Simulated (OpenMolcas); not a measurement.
**Single-point calculation, with input and output: CHClGeNO (part 1 of 3)**

The run: single-point calculation of CHClGeNO, multiplicity 2. Method and program: HF/ANO-RCC-MB, ROHF, DKH2 (OpenMolcas 26.06).

The geometry comes from this level: PBE0-D4/def2-TZVP.

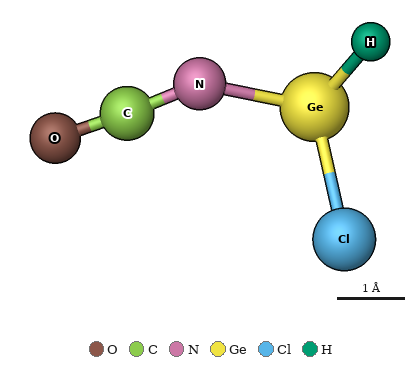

*The input geometry (ball-and-stick view, seen on its broad side). Sticks mark near contacts.*

Bond lengths as drawn: Cl–Ge 2.16 Å, C–N 1.21 Å, C–O 1.16 Å, Ge–H 1.55 Å and Ge–N 1.83 Å.

Input file
```
* CHClGeNO Hartree-Fock
>>> EXPORT MOLCAS_PRINT=2
&GATEWAY
Coord=input.xyz
Basis=ANO-RCC-MB
Group=NoSym
&SEWARD
&SCF
UHF
Spin=2
PrOrbitals=0
&RASSCF
FileOrb=$Project.UnaOrb
Spin=2
Nactel=1 0 0
Inactive=35
Ras2=1
OutOrbitals=Canonical
OrbListing=Nothing
```

File input.xyz
```
6

O      0.024100    -1.617100    -2.245100
C     -0.242900    -1.020000    -1.284700
N     -0.575200    -0.454300    -0.273000
Ge    -0.153300     1.067300     0.651100
Cl     1.946900     0.976200     1.132800
H     -0.957700     0.983900     1.972700
```

Hardware: 1 thread of Arm Neoverse V1, 24 GiB of memory available, shared host.

Command:
```bash
export MOLCAS_MEM=1860
pymolcas step1.input > step1.log
```

Log
```
--- Start Module: gateway ---

                                              &GATEWAY

                       available to each process: 1.9 GB of memory, 1 thread

++    Symmetry information:
      ---------------------

                    Character Table for C1

                             E
                    a        1  x, y, xy, Rz, z, xz, Ry, yz, Rx, I
--

++    Basis set information:
      ----------------------

      Basis set label: O.ANO-RCC...2S1P.

      Electronic valence basis set:
      ------------------
      Associated Effective Charge   8.000000 au
      Associated Actual Charge      8.000000 au
      Nuclear Model: Point charge

      Shell  nPrim  nBasis  Cartesian Spherical Contaminant
         s      14       2        X
         p       9       1        X

      Basis set label: C.ANO-RCC...2S1P.

      Electronic valence basis set:
      ------------------
      Associated Effective Charge   6.000000 au
      Associated Actual Charge      6.000000 au
      Nuclear Model: Point charge

      Shell  nPrim  nBasis  Cartesian Spherical Contaminant
         s      14       2        X
         p       9       1        X

      Basis set label: N.ANO-RCC...2S1P.

      Electronic valence basis set:
      ------------------
      Associated Effective Charge   7.000000 au
      Associated Actual Charge      7.000000 au
      Nuclear Model: Point charge

      Shell  nPrim  nBasis  Cartesian Spherical Contaminant
         s      14       2        X
         p       9       1        X

      Basis set label: GE.ANO-RCC...4S3P1D.

      Electronic valence basis set:
      ------------------
      Associated Effective Charge  32.000000 au
      Associated Actual Charge     32.000000 au
      Nuclear Model: Point charge

      Shell  nPrim  nBasis  Cartesian Spherical Contaminant
         s      20       4        X
         p      17       3        X
         d      11       1                 X

      Basis set label: CL.ANO-RCC...3S2P.

      Electronic valence basis set:
      ------------------
      Associated Effective Charge  17.000000 au
      Associated Actual Charge     17.000000 au
      Nuclear Model: Point charge

      Shell  nPrim  nBasis  Cartesian Spherical Contaminant
         s      17       3        X
         p      12       2        X

      Basis set label: H.ANO-RCC...1S.

      Electronic valence basis set:
      ------------------
      Associated Effective Charge   1.000000 au
      Associated Actual Charge      1.000000 au
      Nuclear Model: Point charge

      Shell  nPrim  nBasis  Cartesian Spherical Contaminant
         s       8       1        X
--

++    Molecular structure info:
      -------------------------

                    ************************************************
                    **** Cartesian Coordinates / bohr, angstrom ****
                    ************************************************

     Center  Label                x              y              z                     x              y              z
        1      O1               0.045542      -3.055876      -4.242624              0.024100      -1.617100      -2.245100
        2      C2              -0.459014      -1.927521      -2.427731             -0.242900      -1.020000      -1.284700
        3      N3              -1.086970      -0.858503      -0.515895             -0.575200      -0.454300      -0.273000
        4      GE4             -0.289695       2.016905       1.230401             -0.153300       1.067300       0.651100
        5      CL5              3.679108       1.844751       2.140682              1.946900       0.976200       1.132800
        6      H6              -1.809791       1.859302       3.727863             -0.957700       0.983900       1.972700

                    ***************************************
                    *    InterNuclear Distances / bohr    *
                    ***************************************

               1 O1            2 C2            3 N3            4 GE4           5 CL5           6 H6
    1 O1       0.000000
    2 C2       2.195814        0.000000
    3 N3       4.472085        2.278650        0.000000
    4 GE4      7.469906        5.382294        3.457335        0.000000
    5 CL5      8.829809        7.226651        6.089374        4.075493        0.000000
    6 H6       9.546198        7.352275        5.091013        2.927942        5.713787        0.000000

                    *******************************************
                    *    InterNuclear Distances / angstrom    *
                    *******************************************

               1 O1            2 C2            3 N3            4 GE4           5 CL5           6 H6
    1 O1       0.000000
    2 C2       1.161975        0.000000
    3 N3       2.366525        1.205810        0.000000
    4 GE4      3.952904        2.848187        1.829543        0.000000
    5 CL5      4.672534        3.824179        3.222358        2.156658        0.000000
    6 H6       5.051630        3.890657        2.694048        1.549400        3.023606        0.000000

                    **************************************
                    *    Valence Bond Angles / degree    *
                    **************************************
                          Atom centers                 Phi
                      1 O1       2 C2       3 N3       176.26
--

            Nuclear Potential Energy            387.02034466 au

--- Stop Module: gateway /rc=_RC_ALL_IS_WELL_ ---

--- Start Module: seward ---

                                              &SEWARD

                       available to each process: 1.9 GB of memory, 1 thread

               SEWARD will generate:
                  Multipole Moment integrals up to order  2
                  Kinetic Energy integrals
                  Nuclear Attraction integrals (point charge)
                  One-Electron Hamiltonian integrals
                  Velocity integrals
                  Relativistic Douglas-Kroll-Hess integrals:
                    - Parametrization         : EXP
                    - DKH order of Hamiltonian: 2
                    - DKH order of Properties : 0
                         - multipole moment operators
                         - electric potential operators
                         - contact operators
                  Orbital angular momentum around (  0.5623   0.8654   0.4302 )
                  Velocity quadrupole around (  0.5623   0.8654   0.4302 )
                  Atomic mean-field integrals
                  Two-Electron Repulsion integrals

                   Integrals are discarded if absolute value <: 1.00E-14
                   Integral cutoff threshold is set to       <: 1.00E-16

            Nuclear Potential Energy            387.02034466 au

      Basis set specifications :
      Symmetry species         a
      Basis functions           43

--- Stop Module: seward /rc=_RC_ALL_IS_WELL_ ---
--- Module seward spent 4 seconds ---

--- Start Module: scf ---

                                                &SCF

                       available to each process: 1.9 GB of memory, 1 thread

++    Input section:
      --------------

      Header of the integral files:

      Cartesian coordinates in angstrom:
      -----------------------------------------------------
      No.  Label        X            Y            Z
      -----------------------------------------------------
       1   O1         0.02410000  -1.61710000  -2.24510000
       2   C2        -0.24290000  -1.02000000  -1.28470000
       3   N3        -0.57520000  -0.45430000  -0.27300000
       4   GE4       -0.15330000   1.06730000   0.65110000
       5   CL5        1.94690000   0.97620000   1.13280000
       6   H6        -0.95770000   0.98390000   1.97270000
      -----------------------------------------------------
      Nuclear repulsion energy =  387.02034466
--

++    Orbital specifications:
      -----------------------

      Symmetry species               1
                                     a
      Frozen orbitals                0
      Occupied orbitals alpha       36
      Occupied orbitals beta        35
      Secondary orbitals alpha       7
      Secondary orbitals beta        8
      Deleted orbitals               0
      Total number of orbitals      43
      Number of basis functions     43
--

      Molecular charge                           0.000

++    Optimization specifications:
      ----------------------------

      SCF Algorithm: Conventional USCF
      D(i)-D(i-1) density differences are used
      Number of density matrices in core                 5
      Maximum number of NDDO SCF iterations            400
      Maximum number of HF SCF iterations              400
      Threshold for SCF energy change             1.00E-09
      Threshold for density matrix                1.00E-04
      Threshold for Fock matrix                   1.50E-04
      Threshold for linear dependence             1.00E-09
      Threshold at which DIIS is turned on        1.50E-01
      Maximum depth in the DIIS procedure                5
      Maximum depth in the BFGS Hessian update          30
      Threshold at which QNR/C2DIIS is turned on  7.50E-02
      Threshold for Norm(delta) (QNR/C2DIIS)      1.00E-03
      All orbitals punched on: UHFORB
--

      Input vectors read from INPORB
      Orbital file label: *Guess orbitals

++ Convergence information
                               UHF SCF        iterations: Energy and convergence statistics

Iter     Tot. SCF        One-elec.       Two-elec.     Energy      Max Dij or  Max Fij      DNorm      TNorm      AccCon     Time
         Energy          Energy          Energy        Change      Delta Norm                                                in Sec.

 The total and one-electron energies are shifted by a value of      2000. a.u.

   1  -725.293731646 -2551.053068600  1438.738992297   0.00E+00    2.13E-01*   2.01E-01*    1.19E+01   2.92E+02   None         0.
   2  -725.492717916 -2553.156300888  1440.643238316  -1.99E-01*   1.08E-01*   5.76E-02*    1.94E+00   2.93E+02   EDIIS        0.
   3  -725.516213456 -2554.163402610  1441.626844497  -2.35E-02*   3.97E-02*   1.99E-02*    6.73E-01   2.93E+02   c2DIIS       0.
   4  -725.523946990 -2553.724984407  1441.180692760  -7.73E-03*   7.15E-02*   6.82E-03*    2.30E-01   2.93E+02   QNRc2DIIS    0.
   5  -725.524398259 -2553.944018561  1441.399275646  -4.51E-04*   3.40E-02*   5.87E-03*    1.36E-01   2.93E+02   QNRc2DIIS    0.
   6  -725.524826935 -2553.867834790  1441.322663198  -4.29E-04*   2.49E-02*   1.40E-03*    6.34E-02   2.93E+02   QNRc2DIIS    0.
   7  -725.524892410 -2553.859879361  1441.314642294  -6.55E-05*   1.60E-02*   5.50E-04*    4.52E-02   2.93E+02   QNRc2DIIS    0.
   8  -725.524909124 -2553.860512903  1441.315259122  -1.67E-05*   3.70E-03*   2.87E-04*    2.88E-02   2.93E+02   QNRc2DIIS    0.
   9  -725.524910695 -2553.862053861  1441.316798510  -1.57E-06*   4.23E-03*   1.58E-04*    6.60E-03   2.93E+02   QNRc2DIIS    0.
  10  -725.524911729 -2553.863043138  1441.317786752  -1.03E-06*   1.37E-03*   9.01E-05     7.43E-03   2.93E+02   QNRc2DIIS    0.
  11  -725.524911982 -2553.863205255  1441.317948616  -2.53E-07*   2.99E-03*   6.95E-05     2.45E-03   2.93E+02   QNRc2DIIS    0.
  12  -725.524912326 -2553.862877994  1441.317621011  -3.44E-07*   1.21E-03*   3.14E-05     5.34E-03   2.93E+02   QNRc2DIIS    0.
  13  -725.524912396 -2553.862796793  1441.317539740  -7.01E-08*   7.22E-04    2.51E-05     2.14E-03   2.93E+02   QNRc2DIIS    0.
  14  -725.524912423 -2553.862765502  1441.317508423  -2.64E-08*   1.65E-04    8.10E-06     1.30E-03   2.93E+02   QNRc2DIIS    0.
  15  -725.524912426 -2553.862731006  1441.317473923  -2.96E-09*   1.95E-04    7.00E-06     3.03E-04   2.93E+02   QNRc2DIIS    0.
  16  -725.524912428 -2553.862691182  1441.317434097  -2.44E-09*   5.57E-05    2.64E-06     3.52E-04   2.93E+02   QNRc2DIIS    0.
  17  -725.524912428 -2553.862692590  1441.317435505  -3.09E-10    7.11E-05    2.19E-06     1.01E-04   2.93E+02   QNRc2DIIS    0.

       Convergence after  17 Iterations
--

 *****************************************************************************************************************************
 *                                             SCF/KS-DFT Program, Final results                                             *
 *                                                       Final Results                                                       *
 *****************************************************************************************************************************

::    Total SCF energy                              -2725.5249124284
      One-electron energy                           -4553.8626925899
      Two-electron energy                            1441.3174355047
      Nuclear repulsion energy                        387.0203446568
      Kinetic energy (interpolated)                  2865.6936262469
      Virial theorem                                    0.9510873345
      Total spin, S(S+1)                                0.7629132771
      Total spin, S                                     0.5064359280
      Max non-diagonal density matrix element           0.0000224288
      Max non-diagonal Fock matrix element              0.0000056089

      No orbitals printed

++    Static properties:
      ------------------

      LoProp Charges per center

                   O1       C2       N3       GE4      CL5      H6
      Nuclear      8.0000   6.0000   7.0000  32.0000  17.0000   1.0000
      Electronic  -8.3382  -5.6111  -7.3861 -31.3946 -17.2482  -1.0218

      Total       -0.3382   0.3889  -0.3861   0.6054  -0.2482  -0.0218
--

      No orbitals printed

++    Molecular charges:
      ------------------

      Mulliken charges per centre
      ---------------------------

                            O1                      C2                      N3                      GE4                     CL5                     H6
                     alpha        beta       alpha        beta       alpha        beta       alpha        beta       alpha        beta       alpha        beta
      Total        4.2753      4.1856      2.7462      2.7161      3.7342      3.7812     15.9621     15.2527      8.7194      8.6217      0.5629      0.4427
      Total              8.4610                  5.4623                  7.5154                 31.2148                 17.3410                  1.0056

      Charge           -0.4610                  0.5377                 -0.5154                  0.7852                 -0.3410                 -0.0056

      Total electronic charge=   71.000000

      Total            charge=   -0.000000
--

++    Static properties:
      ------------------

      LoProp Charges per center

                   O1       C2       N3       GE4      CL5      H6
      Nuclear      8.0000   6.0000   7.0000  32.0000  17.0000   1.0000
      Electronic  -8.3382  -5.6111  -7.3861 -31.3946 -17.2482  -1.0218

      Total       -0.3382   0.3889  -0.3861   0.6054  -0.2482  -0.0218
--

++    Natural Bond Order analysis
      ---------------------------
      Based on LoProp computed density
      -------------------------------------------------------------------------------------
      Atom A       Atom B       Bond Order
      -------------------------------------------------------------------------------------
      NBO located      0.997 non-bonded electrons on atom O1
      NBO located      0.953 non-bonded electrons on atom O1
      NBO located      0.994 non-bonded electrons on atom C2
      NBO located      0.995 non-bonded electrons on atom N3
      NBO located      1.002 non-bonded electrons on atom GE4
      NBO located      0.998 non-bonded electrons on atom GE4
      NBO located      0.999 non-bonded electrons on atom GE4
      NBO located      0.999 non-bonded electrons on atom GE4
      NBO located      0.999 non-bonded electrons on atom GE4
      NBO located      0.999 non-bonded electrons on atom GE4
      NBO located      0.999 non-bonded electrons on atom GE4
      NBO located      0.999 non-bonded electrons on atom GE4
      NBO located      1.000 non-bonded electrons on atom GE4
      NBO located      1.000 non-bonded electrons on atom GE4
      NBO located      1.000 non-bonded electrons on atom GE4
      NBO located      1.000 non-bonded electrons on atom GE4
      NBO located      1.000 non-bonded electrons on atom GE4
      NBO located      1.000 non-bonded electrons on atom GE4
      NBO located      0.974 non-bonded electrons on atom CL5
      NBO located      0.998 non-bonded electrons on atom CL5
      NBO located      0.999 non-bonded electrons on atom CL5
      NBO located      1.000 non-bonded electrons on atom CL5
      NBO located      1.000 non-bonded electrons on atom CL5
      NBO located      1.000 non-bonded electrons on atom CL5
      NBO located      1.000 non-bonded electrons on atom CL5
      The remaining   12.341 electrons are to be considered as diffuse
--

++    Molecular orbitals:
      -------------------

      Title: Natural orbitals
```
